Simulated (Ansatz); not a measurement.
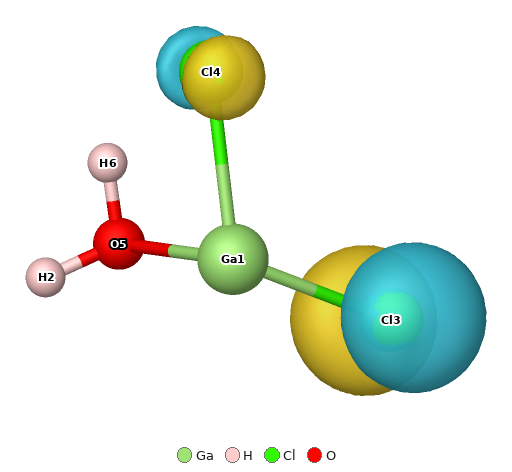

Figure. Cl$_{2}$GaH$_{2}$O (doublet). The HOMO−1 (β) at ±0.2 Å⁻³ᐟ² (yellow and cyan are the two phases), seen at a tilt.

Not at a stationary point (largest force 0.5 eV/Å).

The calculation used Ansatz, UKS BLYP/def2-SVP.

| atom | x (Å) | y (Å) | z (Å) |
| --- | --- | --- | --- |
| Ga | 0.1351 | 0.5684 | 0.0759 |
| H | -0.0506 | 0.4730 | 2.8392 |
| Cl | 1.9403 | -0.3969 | -0.8124 |
| Cl | -1.8554 | -0.5154 | -0.1719 |
| O | 0.1027 | -0.2528 | 2.1799 |
| H | -0.7865 | -0.6774 | 2.0665 |

> Describe this orbital and give its energy.

It lies mainly on Cl3 (about 80 %) and Cl4 (about 15 %); largely a lone pair of Cl3. Its energy is −6.80 eV.
